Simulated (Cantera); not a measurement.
A closed system holds: 1 mol Fe3O4, 14 mol H2, 14 mol N2, equilibrated at 71.0 Pa.

Cantera equilibrium calculation (NASA polynomials, part measured and part estimated; ideal gas, pure solids and liquids). Candidate condensed phases: Fe, FeO, Fe(OH)2, Fe(OH)3, Fe2O3, Fe3O4, H2O; 27 gas species. Equilibrium is a limit: real reactors are often held back by kinetics, nucleation or transport.

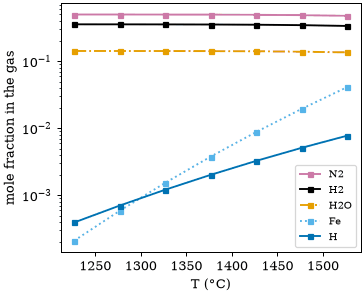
Figure: Equilibrium gas composition (values under 1e-9 drawn at 1e-9)

**Question.** Read off the mole fractions at 1227 °C.

**Answer.** N2 about 0.50, H2 about 0.36, H2O about 0.14, H about 0.00039, Fe about 0.00021.
